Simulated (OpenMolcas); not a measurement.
**C2HClFIn (SMILES C#[C][In]([F])[Cl]): levels of theory compared**

Wanted: a comparison of 6 runs (HF/STO-3G, HF/def2-SVP, B2PLYP/def2-SVP, PBE0/def2-SVP, r2SCAN/def2-SVP, MP2/def2-SVP) of C2HClFIn. 

Program for the calculation: OpenMolcas 26.06.

## Step 1: Starting point

C2HClFIn has 6 atoms, charge 0, and is taken as a singlet. As SMILES, `C#[C][In]([F])[Cl]`. The In3–Cl5 distance was set to 2.981 Å, away from the relaxed value.

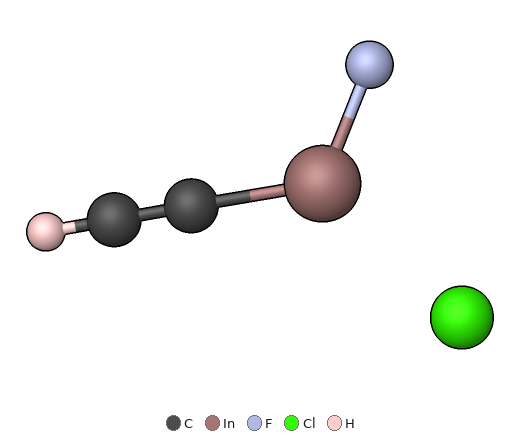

Viewed from a chosen angle; carbon dark grey, indium brown, fluorine light blue, chlorine green, hydrogen pink.

## Step 2: A single-point energy at HF/STO-3G (run 1)

Input file run.inp:

```
* C2HClFIn Hartree-Fock
&GATEWAY
BASLIB=$CurrDir
COORD
6
angstrom
C        1.119318      -0.045235       2.269623
C        0.469918      -0.265435       1.277523
In      -0.624782      -0.621235      -0.415877
F       -1.742582      -2.192135      -0.554877
Cl      -0.759200       1.049500      -2.880900
H        1.692518       0.146865       3.148723
BASIS=STO-3G
GROUP=NoSym
&SEWARD
&SCF
THRESHOLDS=1e-10 1e-07 1e-07 1e-05
PRORBITALS=1 2
```

The basis set STO-3G is read from a file made from the Basis Set Exchange's data (not shown).

Command:

```console
$ export MOLCAS_MEM=1860
$ pymolcas run.inp > run.log
```

What it wrote:

```text
--- Start Module: gateway ---
[...]
--- Stop Module: gateway /rc=_RC_ALL_IS_WELL_ ---
--- Start Module: seward ---
[...]
      Basis functions           52
--- Stop Module: seward /rc=_RC_ALL_IS_WELL_ ---
[...]
--- Start Module: scf ---
[...]
       Convergence after  14 Iterations
[...]
::    Total SCF energy                              -6310.8414095053
[...]
      Total spin, S                                     0.0000000000
[...]
      Total electronic charge=   88.000000
      Total            charge=   -0.000000
[...]
      Dipole Moment (debye):
      Origin of the operator (angstrom)=   -0.5708   -0.4122   -0.5845
                   X=  9.7254E-01               Y= -2.0582E+00               Z=  4.6295E+00           Total=  5.1589E+00
      Quadrupole Moment (debye*angstrom):
[...]
--- Stop Module: scf /rc=_RC_ALL_IS_WELL_ ---
[...]
```

Wall time 2.5 s (1 thread of Arm Neoverse V1, shared host); peak memory 0.38 GiB.

## Step 3: A single-point energy at HF/def2-SVP (core potential) (run 2)

Input file run.inp:

```
>>> EXPORT MOLCAS_PRINT=2

&GATEWAY
  BasLib=$CurrDir
  Coord
  6
  bohr
  C      2.11520447    -0.08548176     4.28896588
  C      0.88801632    -0.50159945     2.41416859
  In    -1.18066687    -1.17396401    -0.78589363
  F     -3.29300273    -4.14253478    -1.04856556
  Cl    -1.43468007     1.98326757    -5.44411199
  H      3.19839548     0.27753463     5.95022411
  Basis=def2-SVP
  Group=NoSym

&SEWARD

&SCF
  Thresholds=1e-10 1e-07 1e-07 1e-05
  PrOrbitals=1
```

The basis set def2-SVP is read from a file made from the Basis Set Exchange's data (not shown).

Command:

```console
$ export MOLCAS_MEM=1860
$ pymolcas run.inp > run.log
```

What it wrote:

```text
--- Start Module: gateway ---
[...]
--- Stop Module: gateway /rc=_RC_ALL_IS_WELL_ ---
--- Start Module: seward ---
[...]
      Basis functions           91
--- Stop Module: seward /rc=_RC_ALL_IS_WELL_ ---
[...]
--- Start Module: scf ---
[...]
       Convergence after  19 Iterations
[...]
::    Total SCF energy                               -824.1359173399
[...]
      Total spin, S                                     0.0000000000
[...]
      Total electronic charge=   60.000000
      Total            charge=   -0.000000
[...]
      Dipole Moment (debye):
      Origin of the operator (angstrom)=   -0.5708   -0.4122   -0.5845
                   X=  2.5255E+00               Y= -2.5885E-01               Z=  5.3270E+00           Total=  5.9010E+00
      Quadrupole Moment (debye*angstrom):
[...]
--- Stop Module: scf /rc=_RC_ALL_IS_WELL_ ---
[...]
```

It took 9.9 s on 1 thread of Arm Neoverse V1, shared host; peak memory 0.5 GiB.

Runs 3 to 5 aren't shown in full; the table further down has their settings and results.

## Step 4: The energy at MP2/def2-SVP (core potential) (run 6)

Input file mol.xyz:

```xyz
6

C      1.119318    -0.045235     2.269623
C      0.469918    -0.265435     1.277523
In    -0.624782    -0.621235    -0.415877
F     -1.742582    -2.192135    -0.554877
Cl    -0.759200     1.049500    -2.880900
H      1.692518     0.146865     3.148723
```

Input file mol.input:

```
* C2HClFIn MP2
&GATEWAY
BasLib=$CurrDir
Coord=mol.xyz
Basis=def2-SVP
Group=NoSym
&SEWARD
&SCF
Thresholds=1e-10 1e-07 1e-07 1e-05
PrOrbitals=1 2
&MBPT2
Frozen=12
```

The basis set def2-SVP is read from a file made from the Basis Set Exchange's data (not shown).

Command:

```console
$ export MOLCAS_MEM=1860
$ pymolcas mol.input > mol.log
```

What it wrote:

```text
--- Start Module: gateway ---
[...]
--- Stop Module: gateway /rc=_RC_ALL_IS_WELL_ ---
[...]
      Basis functions           91
[...]
--- Start Module: scf ---
[...]
       Convergence after  16 Iterations
[...]
::    Total SCF energy                               -824.1359173397
[...]
      Total spin, S                                     0.0000000000
[...]
      Total electronic charge=   60.000000
      Total            charge=   -0.000000
[...]
      Dipole Moment (debye):
      Origin of the operator (angstrom)=   -0.5708   -0.4122   -0.5845
                   X=  2.5255E+00               Y= -2.5885E-01               Z=  5.3270E+00           Total=  5.9010E+00
      Quadrupole Moment (debye*angstrom):
[...]
--- Stop Module: scf /rc=_RC_ALL_IS_WELL_ ---
[...]
--- Start Module: mbpt2 ---
[...]
WARNING!
Default frozen orbitals as non valence orbitals is overwritten by user input.
Default values:   8
[...]
       Reference weight ( Cref**2 )         =        0.81295
::    Total MBPT2 energy                             -824.7788613055
[...]
      Total MBPT2 calculations                           0.39      0.43
--- Stop Module: mbpt2 /rc=_RC_ALL_IS_WELL_ ---
[...]
```

Wall time 8.7 s (1 thread of Arm Neoverse V1, shared host); peak memory 0.5 GiB.

## Step 5: The series

```csv
run,level,frozen core orbitals,integration grid,energy (Eh),dipole moment (D) of the reference,HOMO energy (eV),LUMO energy (eV),wall time
1,HF/STO-3G,–,–,-6310.841410,5.16,-8.07,3.67,2.5 s
2,HF/def2-SVP (core potential),–,–,-824.135917,5.90,-10.96,-0.37,9.9 s
3,B2PLYP/def2-SVP (core potential),12,UltraFine,-826.080472,5.30,-8.92,-2.52,22 s
4,PBE0/def2-SVP (core potential),–,UltraFine,-826.307227,5.08,-7.76,-3.71,24 s
5,r2SCAN/def2-SVP (core potential),–,UltraFine,-826.603952,5.03,-6.71,-4.40,38 s
6,MP2/def2-SVP (core potential),12,–,-824.778861,5.90,-10.96,-0.37,8.7 s
```

## Step 6: Summary of results

| quantity | value |
| --- | --- |
| run 6: total energy | -824.77886 Eh |
| run 6: dipole moment (mean-field density) | 5.90 D |
| run 6: HOMO energy (Hartree–Fock orbitals) | -10.96 eV |
| run 6: LUMO energy (Hartree–Fock orbitals) | -0.37 eV |
| run 6: HOMO–LUMO gap (Hartree–Fock orbitals) | 10.59 eV |
| run 6: correlation energy (12 core orbitals frozen) | -642.9 mEh |

What this shows: Over runs 1, 2, 3, 4, 5 the dipole moment (its size) runs from 5.03 D (r2SCAN/def2-SVP) to 5.90 D (HF/def2-SVP). Over runs 1, 2, 3, 4, 5 the HOMO–LUMO gap runs from 2.31 eV (r2SCAN/def2-SVP) to 11.74 eV (HF/STO-3G). The two ends differ in method and basis and core potential. For B2PLYP the log adds the whole second-order term; the table takes 0.27 of it, as the functional is defined. Totals of different functionals can't be ranked against each other. Some runs of one species differ in core potentials or relativity; totals across that change don't compare. In run 1 the basis is minimal, so the values are rough. In run 1 relativity is left out where basis or elements ask for it. All runs together took 1.7 min, the longest 38 s.
